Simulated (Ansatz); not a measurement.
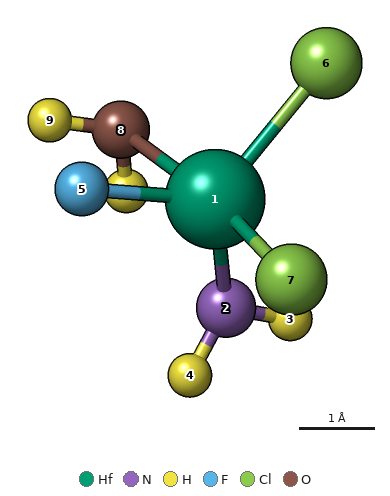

Figure 1. The structure as given in the input (ball-and-stick view, seen at a tilt; atoms are numbered from 1 in the order of the input). Sticks mark near contacts. Bond lengths as drawn: Cl–Hf 2.38 Å, F–Hf 1.93 Å, Hf–N 2.06 Å, Hf–O 2.40 Å, H–N 1.03 Å and H–O 0.98 to 0.99 Å.

Run report: HfNH$_{4}$Cl$_{2}$OF, nudged elastic band

- system: HfNH$_{4}$Cl$_{2}$OF
- method: RKS PBE-D4/def2-SVP (Ansatz 0.2.0)

It belongs to a series of runs on one base structure; here: band between the two ends. Figures and captions count atoms from 1; the log counts them from 0 in places.

### Input
```yaml
crystal:
  periodic: [false, false, false]
  atoms:
    - { symbol: Hf, position_ang: [0.008025, 0.158344, 0.238334] }
    - { symbol: "N", position_ang: [-0.164594, -0.080537, 2.272603] }
    - { symbol: H, position_ang: [-1.055709, 0.050104, 2.76792] }
    - { symbol: H, position_ang: [0.38424, -0.7701, 2.801459] }
    - { symbol: F, position_ang: [1.835436, -0.00257, -0.376923] }
    - { symbol: Cl, position_ang: [-1.62652, 1.623294, -0.674382] }
    - { symbol: Cl, position_ang: [-0.770771, -1.942921, -0.556058] }
    - { symbol: O, position_ang: [1.039623, 2.147629, 1.09784] }
    - { symbol: H, position_ang: [1.992523, 2.231345, 0.896354] }
    - { symbol: H, position_ang: [0.976546, 1.84231, 2.033154] }
basis:
  gaussian: { orbitals: def2-SVP }
hamiltonian:
  xc: pbe
  dispersion: d4
neb:
  order_check: false
  images: 7
  f_tol: 0.03
  max_iterations: 60
  final_atoms:
    - { symbol: Hf, position_ang: [0.35371809, 0.4460344, 0.05141653] }
    - { symbol: "N", position_ang: [-0.35338517, 0.27739229, 2.38701332] }
    - { symbol: H, position_ang: [-1.29668437, 0.65517467, 2.55295963] }
    - { symbol: H, position_ang: [-0.34494476, -0.68797783, 2.7448451] }
    - { symbol: F, position_ang: [1.02257318, 0.66639928, -1.73957665] }
    - { symbol: Cl, position_ang: [-1.81671824, 1.42741086, -0.22366637] }
    - { symbol: Cl, position_ang: [0.59927757, -1.92953909, 0.26617006] }
    - { symbol: O, position_ang: [1.70350697, 1.54784441, 0.94178059] }
    - { symbol: H, position_ang: [2.45188495, 2.03110545, 0.55172889] }
    - { symbol: H, position_ang: [0.29957079, 0.82305356, 2.96762991] }
  initial_path:
    images:
      - { positions_ang: [[0.008025, 0.158344, 0.238334], [-0.164594, -0.080537, 2.272603], [-1.055709, 0.050104, 2.76792], [0.38424, -0.7701, 2.801459], [1.835436, -0.00257, -0.376923], [-1.62652, 1.623294, -0.674382], [-0.770771, -1.942921, -0.556058], [1.039623, 2.147629, 1.09784], [1.992523, 2.231345, 0.896354], [0.976546, 1.84231, 2.033154]] }
      - { positions_ang: [[0.01390763, 0.11876153, 0.17690624], [-0.1286871, -0.06334305, 2.34246651], [-1.01762789, -0.03789788, 2.84162284], [0.49810612, -0.50919864, 2.87638135], [1.85444125, 0.00759226, -0.43970986], [-1.51399873, 1.72685068, -0.7213309], [-0.85280269, -1.9757687, -0.63691949], [0.99607311, 2.13048726, 1.01507127], [1.90613359, 2.15332309, 1.01881584], [0.86325372, 1.70609146, 2.02699719]] }
      - { positions_ang: [[0.01979025, 0.07917906, 0.11547848], [-0.09278019, -0.0461491, 2.41233002], [-0.97954679, -0.12589977, 2.91532567], [0.61197223, -0.24829728, 2.9513037], [1.87344651, 0.01775452, -0.50249671], [-1.40147746, 1.83040735, -0.7682798], [-0.93483438, -2.0086164, -0.71778098], [0.95252321, 2.11334552, 0.93230255], [1.81974418, 2.07530119, 1.14127768], [0.74996144, 1.56987291, 2.02084039]] }
      - { positions_ang: [[0.02567288, 0.03959659, 0.05405072], [-0.05687329, -0.02895515, 2.48219353], [-0.94146568, -0.21390165, 2.98902851], [0.72583835, 0.01260408, 3.02622605], [1.89245176, 0.02791678, -0.56528357], [-1.28895619, 1.93396403, -0.81522869], [-1.01686607, -2.0414641, -0.79864247], [0.90897332, 2.09620377, 0.84953382], [1.73335476, 1.99727928, 1.26373952], [0.63666916, 1.43365437, 2.01468358]] }
      - { positions_ang: [[0.0315555, 1.412e-05, -0.00737704], [-0.02096638, -0.01176119, 2.55205704], [-0.90338457, -0.30190354, 3.06273134], [0.83970447, 0.27350543, 3.10114841], [1.91145701, 0.03807904, -0.62807043], [-1.17643492, 2.0375207, -0.86217759], [-1.09889776, -2.0743118, -0.87950396], [0.86542342, 2.07906203, 0.76676509], [1.64696535, 1.91925738, 1.38620136], [0.52337687, 1.29743583, 2.00852678]] }
      - { positions_ang: [[0.11209615, 0.11151919, 0.00732135], [-0.10407108, 0.06052718, 2.51079611], [-1.00170952, -0.06263398, 2.93528841], [0.54354216, 0.03313462, 3.01207258], [1.68923605, 0.1951591, -0.90594698], [-1.33650575, 1.88499324, -0.70254979], [-0.67435393, -2.03811862, -0.59308546], [1.07494431, 1.94625763, 0.81051896], [1.84819525, 1.94721939, 1.17758324], [0.46742535, 1.17884026, 2.24830256]] }
      - { positions_ang: [[0.19263679, 0.22302426, 0.02201975], [-0.18717578, 0.13281555, 2.46953518], [-1.10003447, 0.17663557, 2.80784548], [0.24737986, -0.2072362, 2.92299675], [1.46701509, 0.35223916, -1.18382354], [-1.49657658, 1.73246578, -0.54292198], [-0.24981009, -2.00192545, -0.30666695], [1.28446519, 1.81345322, 0.85427284], [2.04942515, 1.97518141, 0.96896513], [0.41147383, 1.0602447, 2.48807835]] }
      - { positions_ang: [[0.27317744, 0.33452933, 0.03671814], [-0.27028047, 0.20510392, 2.42827425], [-1.19835942, 0.41590512, 2.68040256], [-0.04878245, -0.44760702, 2.83392092], [1.24479413, 0.50931922, -1.4617001], [-1.65664741, 1.57993832, -0.38329418], [0.17473374, -1.96573227, -0.02024844], [1.49398608, 1.68064882, 0.89802671], [2.25065505, 2.00314343, 0.76034701], [0.35552231, 0.94164913, 2.72785413]] }
      - { positions_ang: [[0.35371809, 0.4460344, 0.05141653], [-0.35338517, 0.27739229, 2.38701332], [-1.29668437, 0.65517467, 2.55295963], [-0.34494476, -0.68797783, 2.7448451], [1.02257318, 0.66639928, -1.73957665], [-1.81671824, 1.42741086, -0.22366637], [0.59927757, -1.92953909, 0.26617006], [1.70350697, 1.54784441, 0.94178059], [2.45188495, 2.03110545, 0.55172889], [0.29957079, 0.82305356, 2.96762991]] }
```

Launch command:
```bash
ansatz run input.yaml --threads 4 --pin off --max-ram 5120MiB --backend cpu --events-out ev --progress --plain --runs-dir out
```

### Output
```
Engine: ansatz 0.2.0, aarch64-unknown-linux-gnu
Functional definition: PBE
  parameter kappa = 0.804
  parameter beta = 0.06672455060314922
  exchange = pbe_x(kappa = kappa, mu = beta*pi^2/3)
  correlation = pbe_c(beta = beta)
1399 factors; their error is unknown
mean field evaluation 1: about -32637.0207 eV, gradient 8.6e1 eV
mean field evaluation 2: about -32539.2787 eV, gradient 2.1e2 eV
mean field evaluation 4: about -32649.8190 eV, gradient 2.2e1 eV
mean field evaluation 8: about -32650.7842 eV, gradient 2.1e-1 eV
mean field evaluation 16: about -32650.6809 eV, gradient 1.9e-3 eV
mean field -32650.68091438 eV, -1199.8903921769 hartree, gradient 2.1e-5 eV, S^2 0.000000; 0 other end points of the search recorded, 0 dependent functions left out
the calculation of the forces begins
reference -32650.68099723 eV, -1199.8903952219 hartree; 37, 37 occupied and 93, 93 virtual orbitals, 1399 factors
1399 factors; their error is unknown
mean field evaluation 32: about -32651.8980 eV, gradient 1.3e-1 eV
mean field -32651.79477858 eV, -1199.9313259314 hartree, gradient 2.9e-5 eV, S^2 0.000000; 0 other end points of the search recorded, 0 dependent functions left out
[... from here on the field's lines of each further geometry are left out, up to the last ...]
NEB iter   1: max|band force component| = 2.607e1 eV/Å  barrier→ = 6.3936 eV  barrier← = 7.5111 eV  Δτ_max = 0.2000 Å  (285 SCF iters)
NEB iter   2: max|band force component| = 2.373e0 eV/Å  barrier→ = 1.4604 eV  barrier← = 2.5779 eV  Δτ_max = 0.2000 Å  (269 SCF iters)
NEB iter   3: max|band force component| = 1.826e0 eV/Å  barrier→ = 0.6739 eV  barrier← = 1.7914 eV  Δτ_max = 0.2000 Å  (248 SCF iters)
NEB iter   4: max|band force component| = 1.843e0 eV/Å  barrier→ = 0.3546 eV  barrier← = 1.4721 eV  Δτ_max = 0.1978 Å  (249 SCF iters)
NEB iter   5: max|band force component| = 2.570e0 eV/Å  barrier→ = 0.2930 eV  barrier← = 1.4105 eV  Δτ_max = 0.1032 Å  (245 SCF iters)
NEB iter   6: max|band force component| = 1.601e0 eV/Å  barrier→ = 0.1582 eV  barrier← = 1.2757 eV  Δτ_max = 0.1015 Å  (232 SCF iters)
NEB iter   7: max|band force component| = 9.825e-1 eV/Å  barrier→ = 0.1319 eV  barrier← = 1.2494 eV  Δτ_max = 0.1003 Å  (242 SCF iters)
NEB iter   8: max|band force component| = 9.390e-1 eV/Å  barrier→ = 0.1489 eV  barrier← = 1.2663 eV  Δτ_max = 0.1011 Å  (249 SCF iters)
NEB iter   9: max|band force component| = 1.282e0 eV/Å  barrier→ = 0.1582 eV  barrier← = 1.2757 eV  Δτ_max = 0.0500 Å  (234 SCF iters)
NEB iter  10: max|band force component| = 4.165e-1 eV/Å  barrier→ = 0.1449 eV  barrier← = 1.2624 eV  CI = image 2  Δτ_max = 0.1005 Å  (214 SCF iters)
NEB iter  11: max|band force component| = 1.985e-1 eV/Å  barrier→ = 0.1287 eV  barrier← = 1.2462 eV  CI = image 2  Δτ_max = 0.1976 Å  (218 SCF iters)
NEB iter  12: max|band force component| = 3.784e-1 eV/Å  barrier→ = 0.1047 eV  barrier← = 1.2222 eV  CI = image 2  Δτ_max = 0.1002 Å  (227 SCF iters)
NEB iter  13: max|band force component| = 3.162e-1 eV/Å  barrier→ = 0.0991 eV  barrier← = 1.2166 eV  CI = image 2  Δτ_max = 0.1003 Å  (220 SCF iters)
NEB iter  14: max|band force component| = 6.845e-1 eV/Å  barrier→ = 0.0971 eV  barrier← = 1.2146 eV  CI = image 2  Δτ_max = 0.0502 Å  (219 SCF iters)
NEB iter  15: max|band force component| = 9.950e-2 eV/Å  barrier→ = 0.0952 eV  barrier← = 1.2127 eV  CI = image 2  Δτ_max = 0.0411 Å  (215 SCF iters)
NEB iter  16: max|band force component| = 4.852e-2 eV/Å  barrier→ = 0.0945 eV  barrier← = 1.2120 eV  CI = image 2  Δτ_max = 0.0337 Å  (213 SCF iters)
NEB iter  17: max|band force component| = 4.934e-2 eV/Å  barrier→ = 0.0937 eV  barrier← = 1.2112 eV  CI = image 2  Δτ_max = 0.0169 Å  (215 SCF iters)
NEB iter  18: max|band force component| = 3.448e-2 eV/Å  barrier→ = 0.0935 eV  barrier← = 1.2110 eV  CI = image 2  Δτ_max = 0.0169 Å  (220 SCF iters)
NEB iter  19: max|band force component| = 5.138e-2 eV/Å  barrier→ = 0.0934 eV  barrier← = 1.2109 eV  CI = image 2  Δτ_max = 0.0085 Å  (216 SCF iters)
the calculation of the forces begins
reference -32651.79554483 eV, -1199.9313540905 hartree; 37, 37 occupied and 93, 93 virtual orbitals, 1399 factors
1399 factors; their error is unknown
mean field evaluation 1344: about -32650.5885 eV, gradient 3.4e-1 eV
mean field -32650.58858406 eV, -1199.8869991003 hartree, gradient 1.9e-5 eV, S^2 0.000000; 1 other end points of the search recorded, 0 dependent functions left out
the calculation of the forces begins
reference -32650.58866514 eV, -1199.8870020799 hartree; 37, 37 occupied and 93, 93 virtual orbitals, 1399 factors
NEB iter  20: max|band force component| = 1.159e-2 eV/Å  barrier→ = 0.0934 eV  barrier← = 1.2109 eV  CI = image 2  Δτ_max = 0.0000 Å  (581 SCF iters)
```

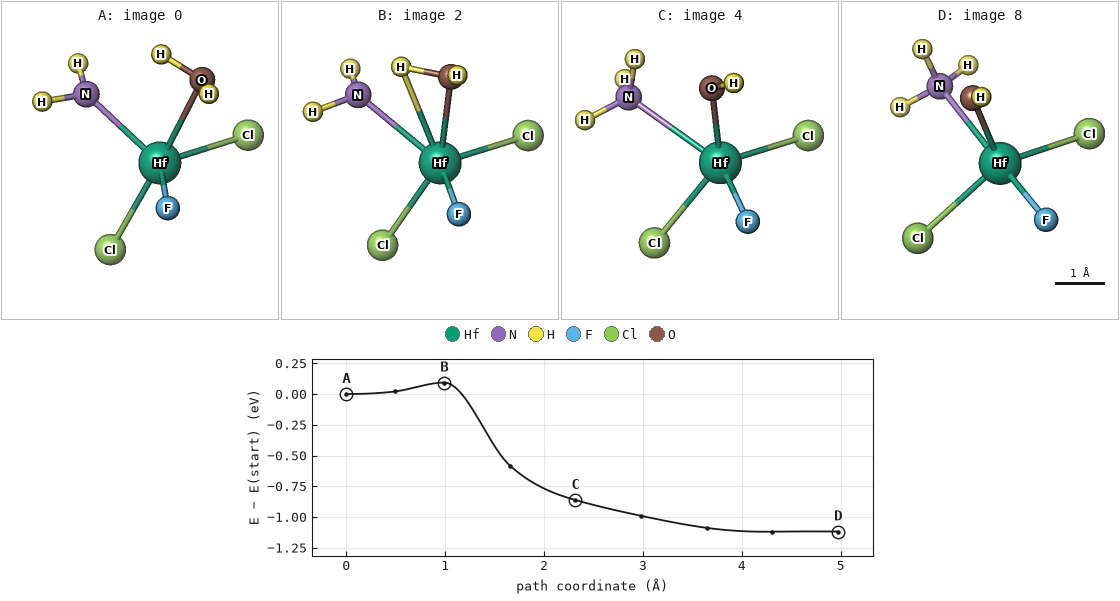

Figure 2. Images of the last band (counted from 0; ball-and-stick, seen at a tilt) above the energy along the path; the line is a cubic interpolation that uses the forces. The highest image is number 2, 0.093 eV above the start and 1.211 eV above the end (the climbing image); the end lies 1.117 eV below the start. The path is 4.97 Å long. The band converged in 20 iterations.

```
Total energy: -32650.83561734 eV, -1199.8960774058 hartree
Atom 0 at     0.063140     0.285384     0.121287 Å, force    -0.003286    -0.000980    -0.002828 eV/Å
Atom 1 at    -0.070118     0.121948     2.289704 Å, force     0.000360     0.001346    -0.001697 eV/Å
Atom 2 at    -0.997575     0.221749     2.727082 Å, force     0.001708     0.000566     0.000506 eV/Å
Atom 3 at     0.371685    -0.690578     2.741484 Å, force    -0.001040    -0.000733     0.000756 eV/Å
Atom 4 at     1.742237     0.110932    -0.797038 Å, force     0.001255     0.001213     0.000289 eV/Å
Atom 5 at    -1.615107     1.616168    -0.877406 Å, force    -0.000384    -0.000736     0.000572 eV/Å
Atom 6 at    -0.693752    -1.941979    -0.230754 Å, force     0.001055    -0.000431    -0.000051 eV/Å
Atom 7 at     1.070680     1.951002     1.229842 Å, force    -0.000473     0.002157    -0.000348 eV/Å
Atom 8 at     1.996173     2.253297     1.203042 Å, force     0.003300    -0.001803    -0.001262 eV/Å
Atom 9 at     0.751436     1.328975     2.093058 Å, force    -0.002495    -0.000598     0.004062 eV/Å
Dipole moment:     0.367027     0.263026     0.836487 e Å
this run last wrote the band of iteration 20 to [file]
```

### The last band as extended XYZ (Å, eV, eV/Å)
```
10
Properties=species:S:1:pos:R:3:forces:R:3 image=0 energy=-32650.92893
Hf    0.0080    0.1583    0.2383   -0.0037  -0.0054  -0.0078
N    -0.1646   -0.0805    2.2726    0.0241   0.0039  -0.0257
H    -1.0557    0.0501    2.7679   -0.0207  -0.0011   0.0138
H     0.3842   -0.7701    2.8015    0.0029  -0.0047   0.0111
F     1.8354   -0.0026   -0.3769   -0.0011   0.0032   0.0110
Cl   -1.6265    1.6233   -0.6744   -0.0025   0.0025   0.0005
Cl   -0.7708   -1.9429   -0.5561   -0.0004   0.0009  -0.0012
O     1.0396    2.1476    1.0978   -0.0025   0.0015   0.0125
H     1.9925    2.2313    0.8964   -0.0039  -0.0092   0.0034
H     0.9765    1.8423    2.0332    0.0078   0.0082  -0.0177
10
Properties=species:S:1:pos:R:3:forces:R:3 image=1 energy=-32650.90726
Hf    0.0193    0.1996    0.1837   -0.0115  -0.0165   0.0141
N    -0.1021    0.0191    2.2647   -0.0068  -0.0242  -0.0114
H    -0.9990    0.1692    2.7472   -0.0021  -0.0104   0.0035
H     0.3773   -0.7440    2.7601   -0.0037  -0.0126   0.0047
F     1.7841    0.0498   -0.5778    0.0117  -0.0102   0.0451
Cl   -1.6214    1.6069   -0.7879    0.0001   0.0014   0.0200
Cl   -0.7503   -1.9725   -0.3894   -0.0110  -0.0051  -0.0360
O     1.0379    2.0916    1.1792   -0.0155   0.0309  -0.0125
H     1.9964    2.2476    1.0826    0.0065  -0.0072  -0.0171
H     0.8766    1.5896    2.0379    0.0323   0.0538  -0.0104
10
Properties=species:S:1:pos:R:3:forces:R:3 image=2 energy=-32650.83554
Hf    0.0631    0.2854    0.1213   -0.0033  -0.0010  -0.0028
N    -0.0701    0.1219    2.2897    0.0004   0.0013  -0.0017
H    -0.9976    0.2217    2.7271    0.0017   0.0006   0.0005
H     0.3717   -0.6906    2.7415   -0.0010  -0.0007   0.0008
F     1.7422    0.1109   -0.7970    0.0013   0.0012   0.0003
Cl   -1.6151    1.6162   -0.8774   -0.0004  -0.0007   0.0006
Cl   -0.6938   -1.9420   -0.2308    0.0011  -0.0004  -0.0001
O     1.0707    1.9510    1.2298   -0.0005   0.0022  -0.0003
H     1.9962    2.2533    1.2030    0.0033  -0.0018  -0.0013
H     0.7514    1.3290    2.0931   -0.0025  -0.0006   0.0041
10
Properties=species:S:1:pos:R:3:forces:R:3 image=3 energy=-32651.51019
Hf    0.1853    0.4223    0.0583    0.1494   0.1735  -0.0798
N    -0.1020    0.1545    2.3388   -0.0168   0.0357   0.0629
H    -1.0386    0.2570    2.7490   -0.0287   0.0180   0.0421
H     0.3414   -0.6704    2.7629   -0.0007   0.0221   0.0231
F     1.7700    0.0829   -0.9615    0.0232  -0.0028  -0.2248
Cl   -1.5663    1.6603   -0.9441    0.0204   0.0296  -0.0584
Cl   -0.6477   -1.8466   -0.1049    0.0851   0.1058   0.1628
O     1.1585    1.8708    1.1122    0.0853  -0.0863  -0.1505
H     2.0252    2.3009    1.0483    0.0131   0.0858  -0.2127
H     0.4930    1.0251    2.4412   -0.3302  -0.3814   0.4353
10
Properties=species:S:1:pos:R:3:forces:R:3 image=4 energy=-32651.79074
Hf    0.2680    0.4566    0.0519    0.0295   0.0193  -0.0010
N    -0.2066    0.1926    2.3694   -0.0375   0.0113   0.0122
H    -1.1790    0.2383    2.7020   -0.0457  -0.0194  -0.0140
H     0.1948   -0.6756    2.7501   -0.0409  -0.0049  -0.0065
F     1.6959    0.1578   -1.1961   -0.0295   0.0435  -0.0978
Cl   -1.4852    1.7167   -0.9250    0.0159   0.0165   0.0189
Cl   -0.4709   -1.8523    0.0840    0.0799  -0.0028   0.0688
O     1.3580    1.7528    1.1118    0.0631  -0.0436   0.0052
H     2.1170    2.2771    0.8066    0.0271  -0.0006  -0.0959
H     0.3267    0.9929    2.7457   -0.0618  -0.0193   0.1101
10
Properties=species:S:1:pos:R:3:forces:R:3 image=5 energy=-32651.91894
Hf    0.3063    0.4616    0.0486    0.0154  -0.0022  -0.0033
N    -0.2847    0.2372    2.3789   -0.0322   0.0153   0.0049
H    -1.2769    0.2249    2.6519   -0.0321   0.0052  -0.0194
H     0.1247   -0.6331    2.7482   -0.0296   0.0122  -0.0008
F     1.5268    0.3529   -1.4339   -0.0375   0.0443  -0.0555
Cl   -1.5772    1.6900   -0.7084   -0.0135  -0.0011   0.0498
Cl   -0.1216   -1.9139    0.1868    0.0853  -0.0119   0.0249
O     1.5112    1.6460    1.0825    0.0446  -0.0324  -0.0007
H     2.2330    2.1669    0.6887    0.0390  -0.0375  -0.0268
H     0.1773    1.0246    2.8570   -0.0393   0.0083   0.0270
10
Properties=species:S:1:pos:R:3:forces:R:3 image=6 energy=-32652.01687
Hf    0.3303    0.4550    0.0452    0.0122  -0.0039  -0.0032
N    -0.3381    0.2800    2.3783   -0.0135   0.0031  -0.0034
H    -1.3449    0.2441    2.5891   -0.0179   0.0133  -0.0158
H     0.0739   -0.5713    2.7866   -0.0160   0.0096   0.0060
F     1.2717    0.5284   -1.6323   -0.0320   0.0271  -0.0260
Cl   -1.6818    1.6413   -0.4229   -0.0124  -0.0078   0.0401
Cl    0.1875   -1.9398    0.2328    0.0554  -0.0030   0.0066
O     1.6595    1.5266    1.0208    0.0250  -0.0213  -0.0036
H     2.3992    2.0115    0.6149    0.0292  -0.0278  -0.0050
H     0.0615    1.0810    2.8878   -0.0301   0.0106   0.0043
10
Properties=species:S:1:pos:R:3:forces:R:3 image=7 energy=-32652.04754
Hf    0.3598    0.4613    0.0545   -0.0065  -0.0004  -0.0121
N    -0.3794    0.2979    2.3785    0.0013  -0.0083   0.0041
H    -1.4035    0.3447    2.4749    0.0066  -0.0030   0.0023
H    -0.0728   -0.5711    2.8383    0.0110   0.0017  -0.0038
F     0.9782    0.6682   -1.7565    0.0072  -0.0079   0.0123
Cl   -1.7676    1.5526   -0.1700    0.0038   0.0032  -0.0078
Cl    0.5251   -1.9220    0.2465   -0.0153   0.0006  -0.0022
O     1.7821    1.4694    0.9324    0.0011   0.0041   0.0081
H     2.5888    1.8768    0.5747   -0.0094   0.0063  -0.0003
H     0.0080    1.0791    2.9269    0.0002   0.0038  -0.0008
10
Properties=species:S:1:pos:R:3:forces:R:3 image=8 energy=-32652.04642
Hf    0.3537    0.4460    0.0514    0.0017   0.0017   0.0009
N    -0.3534    0.2774    2.3870   -0.0002   0.0003   0.0017
H    -1.2967    0.6552    2.5530    0.0017  -0.0011  -0.0002
H    -0.3449   -0.6880    2.7448   -0.0006   0.0018  -0.0011
F     1.0226    0.6664   -1.7396    0.0000  -0.0003   0.0000
Cl   -1.8167    1.4274   -0.2237    0.0016  -0.0005   0.0016
Cl    0.5993   -1.9295    0.2662    0.0002   0.0019   0.0010
O     1.7035    1.5478    0.9418   -0.0009  -0.0011  -0.0029
H     2.4519    2.0311    0.5517   -0.0009  -0.0007   0.0003
H     0.2996    0.8231    2.9676   -0.0025  -0.0019  -0.0013
```

### Summary

| quantity | value |
| --- | --- |
| outcome | converged |
| barrier, forward | 0.093 eV |
| barrier, backward | 1.211 eV |
| hardware | 4 threads of Arm Neoverse V2, 24 GiB of memory available, shared host |
| wall time | 4.9 min (CPU time 18 min) |
| peak memory | 0.2 GiB |

The order of the saddle point was not checked.
